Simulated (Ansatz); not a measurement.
Run report: Si₃N₃H₁₂O, geometry relaxation (part 2 of 4)

The same run, continued: Si₃N₃H₁₂O, multiplicity 2; UKS PBE0-D4/def2-TZVP (Ansatz 0.2.0). The geometry is a transition state displaced along its imaginary mode. The reaction was set up to form Si1–N8 and N2–H7 and to break Si1–N2 and H7–N8 (atoms counted from 1 in the order of the input); sticks are drawn by distance alone.

Geometry of the input (Å):
```
Si 0.7420  -0.2138  0.8721
N  1.3382  -0.6034  -1.2407
Si 0.7619  0.2263  -2.6584
N  -0.6807  0.6617  0.3908
Si -1.6795  1.5543  1.4807
O  0.7256  -0.0295  2.5287
H  0.9434  -1.4107  -0.8162
N  0.4102  -1.9586  0.4992
H  2.3514  -0.6168  -1.1802
H  1.1984  1.6529  -2.7036
H  1.2259  -0.4344  -3.9015
H  -0.7214  0.2011  -2.6132
H  -0.9258  0.7463  -0.5846
H  -1.0096  2.7375  2.0806
H  -2.8706  2.0139  0.7161
H  -2.1511  0.6914  2.6029
H  -0.0512  -0.3526  2.9678
H  -0.5672  -2.2216  0.5579
H  0.9601  -2.6441  1.0018
```

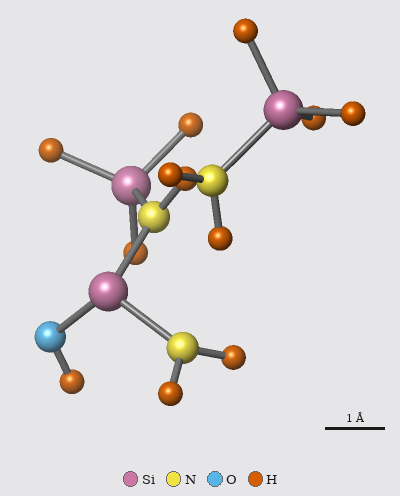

Fig. 1: The geometry at step 10 of the log (ball-and-stick view, seen at a tilt).

Trajectory as extended XYZ, continued
```
19
Properties=species:S:1:pos:R:3:forces:R:3 step=2 energy=-30334.24708
Si    0.7260   -0.2387    0.8970   -0.3893  -0.3086   0.4499
N     1.3738   -0.5453   -1.3111    0.3199   0.3634  -0.4188
Si    0.7904    0.2392   -2.7501   -0.0981  -0.0620   0.0991
N    -0.6958    0.6391    0.4221    0.0714  -0.0018  -0.0327
Si   -1.6845    1.5528    1.5052    0.0177  -0.0455   0.0272
O     0.7149   -0.0320    2.5553    0.0550   0.1332   0.0635
H     0.9712   -1.4134   -0.8863    0.1507  -0.1617  -0.7991
N     0.3704   -1.9836    0.5712   -0.1299   0.1390   0.4958
H     2.3851   -0.5558   -1.2502   -0.0529  -0.0835   0.1173
H     1.2449    1.6553   -2.7542    0.0124  -0.0607   0.0068
H     1.2499   -0.4121   -4.0045   -0.0091   0.0032  -0.0528
H    -0.6949    0.2005   -2.7060   -0.0115  -0.0045  -0.0002
H    -0.9504    0.7056   -0.5514    0.0447  -0.0195  -0.0069
H    -1.0116    2.7373    2.0988    0.0066  -0.0013  -0.0142
H    -2.8730    2.0143    0.7376    0.0072   0.0031  -0.0133
H    -2.1646    0.7008    2.6317   -0.0105   0.0220   0.0071
H    -0.0473   -0.3895    3.0186   -0.0277  -0.0491   0.0900
H    -0.6111   -2.2239    0.6637    0.0248   0.0582  -0.0043
H     0.9068   -2.6507    1.1128    0.0188   0.0759  -0.0145
19
Properties=species:S:1:pos:R:3:forces:R:3 step=3 energy=-30334.40430
Si    0.6544   -0.3220    0.9755    0.3059   0.4408   0.0828
N     1.4173   -0.5384   -1.3575    0.1546  -0.4457  -0.1662
Si    0.7831    0.2434   -2.7690    0.1326  -0.1104  -0.0267
N    -0.7106    0.6100    0.4499   -0.0758  -0.0608   0.1960
Si   -1.7043    1.5613    1.5013    0.0541  -0.0354  -0.0796
O     0.7559    0.0245    2.6130   -0.5077  -0.3808  -0.0141
H     1.0924   -1.4767   -1.0323    0.2413   0.7167  -0.5728
N     0.3331   -2.0146    0.5867   -0.4510  -0.1866   0.6439
H     2.4235   -0.4639   -1.2440   -0.1951  -0.0232   0.0381
H     1.2539    1.6509   -2.7576   -0.0160   0.0041  -0.0068
H     1.2079   -0.3858   -4.0504   -0.0591   0.0296  -0.0542
H    -0.7007    0.2056   -2.6996   -0.0304  -0.0153   0.0392
H    -0.9391    0.6722   -0.5309    0.0689  -0.0780   0.0290
H    -1.0207    2.7466    2.0820    0.0122  -0.0185   0.0008
H    -2.8650    2.0367    0.7000    0.0024  -0.0047  -0.0089
H    -2.2297    0.7420    2.6312    0.0222   0.0099   0.0128
H     0.0488   -0.3296    3.1715    0.2012   0.1036  -0.0608
H    -0.6549   -2.2631    0.6075    0.1972  -0.0100   0.0037
H     0.8550   -2.6993    1.1226   -0.0575   0.0648  -0.0560
19
Properties=species:S:1:pos:R:3:forces:R:3 step=4 energy=-30334.55134
Si    0.6365   -0.3498    1.0972    0.0349   0.3720   0.2995
N     1.4655   -0.5137   -1.4782    0.0866  -0.7852   0.0232
Si    0.8013    0.2504   -2.8784    0.0677  -0.0615   0.0376
N    -0.6998    0.5776    0.5181   -0.1030   0.0280  -0.0017
Si   -1.7049    1.5648    1.5188    0.0388   0.0135   0.0413
O     0.6760    0.0120    2.7399   -0.4789  -0.4761  -0.1170
H     1.1773   -1.4739   -1.2063    0.2641   0.9263  -0.2939
N     0.3125   -2.0154    0.6852   -0.3057  -0.1962   0.4289
H     2.4632   -0.3950   -1.3268   -0.2804  -0.0554   0.0041
H     1.2676    1.6577   -2.8571   -0.0072   0.0388  -0.0592
H     1.1769   -0.3634   -4.1858   -0.0386   0.0325  -0.0041
H    -0.6825    0.2059   -2.7655   -0.0018  -0.0105   0.0212
H    -0.8936    0.6223   -0.4716    0.1094  -0.0771   0.0315
H    -1.0124    2.7509    2.0862   -0.0050   0.0072  -0.0050
H    -2.8460    2.0371    0.6862    0.0230  -0.0229  -0.0015
H    -2.2498    0.7777    2.6627   -0.0124   0.0207  -0.0123
H    -0.0256   -0.3730    3.2923    0.3721   0.1902  -0.2755
H    -0.6767   -2.2606    0.6596    0.2519   0.0404  -0.0010
H     0.8147   -2.7115    1.2236   -0.0155   0.0154  -0.1160
19
Properties=species:S:1:pos:R:3:forces:R:3 step=5 energy=-30334.64461
Si    0.5963   -0.3726    1.2129    0.1179   0.1175  -0.2914
N     1.5165   -0.5048   -1.5864    0.1070   0.1525  -0.1599
Si    0.7959    0.2829   -2.9341    0.0250  -0.0425  -0.0093
N    -0.7031    0.5463    0.5578    0.0140  -0.0078   0.1076
Si   -1.7023    1.6015    1.4926   -0.0978  -0.0061  -0.0091
O     0.5593   -0.0577    2.8299   -0.2787  -0.0884   0.5659
H     1.2125   -1.4185   -1.2870   -0.0619  -0.0977   0.0445
N     0.3126   -2.0306    0.8098    0.0368  -0.2971   0.1659
H     2.4999   -0.3751   -1.4062   -0.0317  -0.0010   0.0166
H     1.2714    1.6913   -2.9555   -0.0030  -0.0399  -0.0040
H     1.0659   -0.3254   -4.2692    0.0001   0.0215  -0.0158
H    -0.6788    0.2474   -2.7338   -0.0295   0.0198   0.0190
H    -0.8028    0.5911   -0.4446    0.0268  -0.0199  -0.0213
H    -1.0015    2.7923    2.0421    0.0194  -0.0262   0.0031
H    -2.7888    2.0707    0.5941   -0.0285   0.0368  -0.0227
H    -2.3291    0.8691    2.6310    0.0458   0.0334  -0.0224
H    -0.0788   -0.5522    3.3629    0.2372   0.1646  -0.1529
H    -0.6559   -2.3260    0.8453    0.0399  -0.0602  -0.0732
H     0.9109   -2.7294    1.2389   -0.1389   0.1406  -0.1404
19
Properties=species:S:1:pos:R:3:forces:R:3 step=7 energy=-30334.68429
Si    0.5890   -0.3595    1.4032   -0.1523  -0.3762   0.2851
N     1.5301   -0.4940   -1.7019   -0.3539  -0.1786  -0.0222
Si    0.7669    0.2688   -3.0298   -0.0722   0.0216   0.0031
N    -0.6677    0.5351    0.6504   -0.0076  -0.0008  -0.1135
Si   -1.7110    1.6396    1.4771   -0.0651   0.0723  -0.0110
O     0.3764   -0.1380    3.0430    0.0885   0.0634  -0.3128
H     1.1686   -1.3442   -1.2838    0.1212   0.1543  -0.0074
N     0.4153   -2.0118    0.8834    0.0715   0.2642   0.0726
H     2.4994   -0.3575   -1.4944    0.2300   0.0204   0.0337
H     1.2907    1.6548   -3.1235    0.0053   0.0219  -0.0193
H     0.9332   -0.3683   -4.3718   -0.0094  -0.0114   0.0557
H    -0.6994    0.3011   -2.7346    0.0753  -0.0016  -0.0384
H    -0.6421    0.5927   -0.3600    0.0283  -0.0038   0.0915
H    -0.9851    2.7987    2.0530   -0.0048   0.0744   0.0076
H    -2.7206    2.1424    0.4977    0.0932  -0.0541   0.0558
H    -2.4139    0.9575    2.5943   -0.0433  -0.0191  -0.0206
H    -0.2337   -0.7286    3.4911    0.0024  -0.0306  -0.0213
H    -0.5179   -2.3699    0.7389   -0.0398  -0.0023  -0.0143
H     1.0222   -2.7189    1.2679    0.0326  -0.0138  -0.0243
19
Properties=species:S:1:pos:R:3:forces:R:3 step=8 energy=-30334.69831
Si    0.5736   -0.4065    1.4655   -0.0355  -0.0036   0.0471
N     1.5483   -0.4354   -1.7242   -0.0047  -0.0414   0.0406
Si    0.7505    0.2748   -3.0600   -0.0643   0.0334  -0.0616
N    -0.6460    0.5157    0.6777   -0.0323   0.0697   0.0414
Si   -1.6940    1.6532    1.4709   -0.0753  -0.0796  -0.1803
O     0.3437   -0.1772    3.0924   -0.1797  -0.1375   0.0307
H     1.1960   -1.2591   -1.2565    0.0611   0.0050   0.0179
N     0.4039   -2.0362    0.9206    0.0172  -0.1384   0.0421
H     2.5228   -0.2776   -1.5233   -0.0977  -0.0059  -0.0508
H     1.2749    1.6581   -3.2236   -0.0165  -0.0476  -0.0229
H     0.8699   -0.4233   -4.3804    0.0277   0.0288   0.1036
H    -0.7092    0.3182   -2.7377    0.0716   0.0105  -0.0069
H    -0.5763    0.5770   -0.3328    0.0031   0.0150   0.1867
H    -0.9828    2.8264    2.0437    0.0064  -0.0250   0.0374
H    -2.6586    2.1539    0.4472    0.0736  -0.0329   0.0478
H    -2.4696    0.9860    2.5558    0.0829   0.0423  -0.0460
H    -0.2482   -0.7916    3.5446    0.1738   0.1594  -0.1304
H    -0.5270   -2.4005    0.7596    0.0714   0.0240  -0.0171
H     1.0283   -2.7558    1.2607   -0.0828   0.1240  -0.0794
19
Properties=species:S:1:pos:R:3:forces:R:3 step=9 energy=-30334.70903
Si    0.5770   -0.4088    1.5034   -0.0124   0.0046  -0.0465
N     1.5361   -0.4126   -1.7138   -0.0006  -0.0533   0.0845
Si    0.7219    0.2614   -3.0594    0.0159   0.0127  -0.0998
N    -0.6159    0.5294    0.6956    0.0016   0.0452  -0.0392
Si   -1.6842    1.6614    1.4606   -0.0597  -0.0495  -0.0552
O     0.2982   -0.2072    3.1227   -0.1555  -0.1323   0.0735
H     1.2041   -1.2374   -1.2303    0.0502   0.0594  -0.0110
N     0.4244   -2.0240    0.9141   -0.0419  -0.1921   0.0286
H     2.5131   -0.2451   -1.5325   -0.0965   0.0026  -0.0544
H     1.2468    1.6388   -3.2765   -0.0318  -0.0688   0.0113
H     0.8446   -0.4782   -4.3566   -0.0117   0.0355   0.0915
H    -0.7334    0.3147   -2.7259    0.0552   0.0074  -0.0132
H    -0.5063    0.6113   -0.3101    0.0109  -0.0093   0.1837
H    -0.9857    2.8234    2.0736   -0.0125  -0.0085  -0.0038
H    -2.6144    2.1666    0.4088    0.0565  -0.0173   0.0643
H    -2.4785    0.9875    2.5281    0.0459   0.0427  -0.0741
H    -0.2945   -0.8386    3.5473    0.1398   0.1338  -0.0849
H    -0.4992   -2.3902    0.7119    0.1190   0.0604   0.0074
H     1.0461   -2.7525    1.2391   -0.0723   0.1269  -0.0629
19
Properties=species:S:1:pos:R:3:forces:R:3 step=10 energy=-30334.72352
Si    0.5903   -0.4268    1.5876   -0.1282  -0.0784  -0.0029
N     1.4998   -0.3202   -1.6807   -0.0721  -0.0789   0.0542
Si    0.6699    0.2181   -3.0873    0.1391   0.0013  -0.0149
N    -0.5377    0.5600    0.7454    0.0884   0.0257  -0.1985
Si   -1.6540    1.6756    1.4533   -0.0674   0.0672   0.0850
O     0.2059   -0.2939    3.1962   -0.0587  -0.1182  -0.1182
H     1.2062   -1.1266   -1.1341    0.0593   0.1741  -0.1653
N     0.4632   -2.0107    0.8983   -0.2720  -0.0836  -0.0302
H     2.4827   -0.1366   -1.5525   -0.0799   0.0027  -0.0453
H     1.1826    1.5810   -3.4341   -0.0402  -0.1914   0.0354
H     0.7959   -0.6486   -4.3085   -0.0243   0.1032   0.1433
H    -0.7776    0.3075   -2.7462    0.0009  -0.0242  -0.0248
H    -0.3405    0.6910   -0.2451    0.0201  -0.0654   0.2783
H    -0.9971    2.8247    2.1439   -0.0496  -0.0557  -0.0517
H    -2.5052    2.2070    0.3488    0.0490  -0.0204   0.0733
H    -2.5178    0.9841    2.4540    0.0453   0.0412  -0.0905
H    -0.3926   -0.9561    3.5562    0.0800   0.0718  -0.0284
H    -0.4454   -2.3708    0.6118    0.2727   0.1820   0.0971
H     1.0714   -2.7587    1.1932    0.0374   0.0472   0.0043
19
Properties=species:S:1:pos:R:3:forces:R:3 step=11 energy=-30334.73553
Si    0.5917   -0.4343    1.6563   -0.1622  -0.0598   0.0369
N     1.4753   -0.2746   -1.6838   -0.0297  -0.0839   0.0860
Si    0.6356    0.1816   -3.1149    0.1632  -0.0176  -0.0747
N    -0.4803    0.5946    0.7902    0.1064   0.1043  -0.2422
Si   -1.6351    1.6946    1.4670   -0.0592   0.0300   0.0301
O     0.1275   -0.3634    3.2511   -0.1074  -0.1914  -0.1923
H     1.2222   -1.0902   -1.1287    0.0381   0.2137  -0.1584
N     0.4927   -1.9865    0.8952   -0.2706  -0.1522  -0.0449
H     2.4563   -0.0623   -1.5776   -0.1079  -0.0107  -0.0467
H     1.1445    1.5277   -3.5287   -0.0798  -0.1766   0.0700
H     0.7822   -0.7358   -4.2961   -0.0235   0.0897   0.1418
H    -0.8151    0.2547   -2.7874    0.0100   0.0055  -0.0188
H    -0.2125    0.7656   -0.1819   -0.0298  -0.1312   0.3963
H    -1.0166    2.8354    2.2067   -0.0524  -0.0742  -0.0424
H    -2.4331    2.2473    0.3326    0.0561  -0.0260   0.0816
H    -2.5512    0.9801    2.4057    0.0920   0.0567  -0.0954
H    -0.4749   -1.0505    3.5599    0.1537   0.1546  -0.0669
H    -0.4038   -2.3376    0.5609    0.2839   0.1965   0.1263
H     1.0949   -2.7463    1.1739    0.0191   0.0726   0.0137
19
Properties=species:S:1:pos:R:3:forces:R:3 step=12 energy=-30334.74984
Si    0.5986   -0.4663    1.7207   -0.2354  -0.0209   0.0832
N     1.4193   -0.1560   -1.6596   -0.0808  -0.0400  -0.0047
Si    0.5927    0.1420   -3.1467    0.1439   0.0070   0.0174
N    -0.3967    0.6130    0.8232    0.1436   0.1738  -0.2733
Si   -1.5844    1.7072    1.4581   -0.0284  -0.0451   0.0221
O     0.0399   -0.4491    3.2868   -0.2091  -0.3104  -0.1609
H     1.1928   -0.9457   -1.0579    0.0622   0.1014  -0.1937
N     0.5183   -1.9889    0.9023   -0.1863  -0.1459  -0.0585
H     2.3977    0.0804   -1.5783   -0.1000  -0.0245  -0.0388
H     1.0696    1.4665   -3.6526   -0.0534  -0.1718   0.0397
H     0.7853   -0.8698   -4.2433   -0.0001   0.1215   0.1666
H    -0.8661    0.2065   -2.8580    0.0201  -0.0200  -0.0041
H    -0.0522    0.8096   -0.1253   -0.1157  -0.1612   0.4976
H    -1.0075    2.8271    2.2614   -0.0430  -0.0696  -0.0660
H    -2.3219    2.2873    0.2959    0.0676  -0.0277   0.0920
H    -2.5492    0.9725    2.3315    0.0998   0.0665  -0.1040
H    -0.5735   -1.1545    3.5406    0.2913   0.3103  -0.1205
H    -0.3656   -2.3180    0.5196    0.2330   0.1552   0.1234
H     1.1029   -2.7634    1.1819   -0.0093   0.1014  -0.0177
19
Properties=species:S:1:pos:R:3:forces:R:3 step=13 energy=-30334.76737
Si    0.5870   -0.4723    1.7675   -0.0370   0.0029  -0.2000
N     1.4014   -0.1307   -1.6615   -0.0153  -0.0780   0.0599
Si    0.5611    0.1105   -3.1512    0.1220  -0.0505   0.0060
N    -0.3543    0.6428    0.8594    0.1532   0.1475  -0.1737
Si   -1.5596    1.7277    1.4698   -0.0313  -0.0185  -0.0430
O    -0.0344   -0.5035    3.2970   -0.2520  -0.2380   0.0748
H     1.2396   -0.9568   -1.0858    0.0226   0.2129  -0.1541
N     0.5392   -1.9664    0.8984   -0.1220  -0.1378  -0.0536
H     2.3679    0.1564   -1.5937   -0.1008  -0.0385  -0.0444
H     0.9902    1.4356   -3.6879   -0.0469  -0.1121   0.0454
H     0.8049   -0.9186   -4.2179   -0.0234   0.1051   0.1177
H    -0.9001    0.1178   -2.8666    0.0328  -0.0074  -0.0139
H     0.0369    0.8554   -0.0649   -0.1363  -0.1739   0.3472
H    -1.0098    2.8357    2.3039   -0.0322  -0.0534  -0.0161
H    -2.2498    2.3336    0.2943    0.0376  -0.0211   0.0623
H    -2.5577    0.9781    2.2869    0.0829   0.0612  -0.0575
H    -0.6501   -1.2185    3.5042    0.2068   0.2280  -0.0490
H    -0.3290   -2.2800    0.4742    0.1635   0.0984   0.1039
H     1.1168   -2.7469    1.1743   -0.0241   0.0732  -0.0118
19
Properties=species:S:1:pos:R:3:forces:R:3 step=14 energy=-30334.78226
Si    0.5717   -0.5004    1.7860    0.0630   0.0107  -0.2181
N     1.4005   -0.0380   -1.6475    0.0415  -0.1544   0.1691
Si    0.5348    0.0831   -3.1369    0.0789  -0.0248  -0.0147
N    -0.3230    0.6471    0.8754    0.0774   0.0267   0.0042
Si   -1.5235    1.7442    1.4633   -0.0410  -0.0058  -0.0246
O    -0.0908   -0.5555    3.2928   -0.1132  -0.0280   0.1121
H     1.2884   -0.8588   -1.0495    0.0216   0.2170  -0.2042
N     0.5347   -1.9766    0.8874   -0.0650  -0.0076  -0.0423
H     2.3624    0.2756   -1.6240   -0.1517  -0.0426  -0.0301
H     0.8998    1.3919   -3.7477   -0.0435  -0.0615   0.0342
H     0.8255   -0.9865   -4.1430   -0.0180   0.0464   0.0499
H    -0.9257    0.0324   -2.8482    0.0616   0.0034   0.0106
H     0.0805    0.8374   -0.0419   -0.0437  -0.0480   0.0957
H    -0.9844    2.8303    2.3276    0.0059  -0.0127   0.0005
H    -2.1752    2.3764    0.2830    0.0220  -0.0111   0.0199
H    -2.5474    1.0027    2.2469    0.0154   0.0241  -0.0197
H    -0.7070   -1.2695    3.4731    0.0167   0.0162   0.0230
H    -0.3255   -2.2736    0.4419    0.0782   0.0298   0.0496
H     1.1042   -2.7621    1.1614   -0.0063   0.0222  -0.0149
19
Properties=species:S:1:pos:R:3:forces:R:3 step=16 energy=-30334.79496
Si    0.5535   -0.5213    1.8111   -0.0497  -0.0510   0.0413
N     1.3945    0.0480   -1.6192    0.0363  -0.0366  -0.0594
Si    0.4974    0.0047   -3.1003    0.0638   0.0582   0.0819
N    -0.2713    0.6874    0.9196   -0.0063  -0.0941   0.1586
Si   -1.4787    1.7904    1.4744   -0.0154   0.0420  -0.0260
O    -0.1989   -0.6505    3.2802    0.0419   0.0596  -0.0968
H     1.3737   -0.7728   -1.0182   -0.0205   0.0582  -0.0424
N     0.5513   -1.9442    0.8272    0.0347   0.0860   0.0279
H     2.3344    0.4202   -1.6553   -0.0999  -0.0275  -0.0096
H     0.7180    1.3075   -3.7876   -0.0339  -0.0633   0.0373
H     0.8776   -1.0838   -4.0485   -0.0063   0.0001   0.0016
H    -0.9441   -0.1723   -2.7710    0.0572   0.0039  -0.0035
H     0.1456    0.8554    0.0085    0.0244   0.0486  -0.1124
H    -0.9563    2.8310    2.4029   -0.0101  -0.0167   0.0039
H    -2.0398    2.4782    0.2794    0.0115  -0.0054   0.0147
H    -2.5697    1.0598    2.1712    0.0100   0.0094  -0.0045
H    -0.8091   -1.3800    3.4027   -0.0112  -0.0280  -0.0001
H    -0.2945   -2.2179    0.3468   -0.0289  -0.0231  -0.0135
H     1.1163   -2.7399    1.0762    0.0024  -0.0202   0.0009
19
Properties=species:S:1:pos:R:3:forces:R:3 step=17 energy=-30334.79812
Si    0.5454   -0.5282    1.8166   -0.0676  -0.0510   0.0914
N     1.3987    0.0726   -1.6172    0.0509  -0.0133  -0.0530
Si    0.4879   -0.0232   -3.0853   -0.0047   0.0475   0.0592
N    -0.2572    0.6984    0.9313    0.0071  -0.0609   0.0735
Si   -1.4639    1.8073    1.4772   -0.0240   0.0227   0.0045
O    -0.2380   -0.6760    3.2691    0.0191   0.0071  -0.1113
H     1.4037   -0.7407   -1.0069   -0.0170   0.0296  -0.0186
N     0.5585   -1.9337    0.8083    0.0196   0.0547   0.0191
H     2.3293    0.4638   -1.6746   -0.0717  -0.0236   0.0042
H     0.6400    1.2791   -3.7901   -0.0100  -0.0601   0.0236
H     0.8945   -1.1117   -4.0229    0.0022   0.0141  -0.0042
H    -0.9405   -0.2512   -2.7323    0.0487  -0.0008  -0.0027
H     0.1680    0.8683    0.0226   -0.0045   0.0399  -0.0584
H    -0.9508    2.8205    2.4414   -0.0072  -0.0136  -0.0160
H    -1.9877    2.5235    0.2810    0.0189  -0.0106   0.0293
H    -2.5806    1.0806    2.1386    0.0183   0.0140  -0.0229
H    -0.8446   -1.4131    3.3734    0.0349   0.0258  -0.0120
H    -0.2824   -2.2029    0.3159   -0.0132  -0.0120  -0.0061
H     1.1199   -2.7334    1.0540    0.0002  -0.0095   0.0005
```
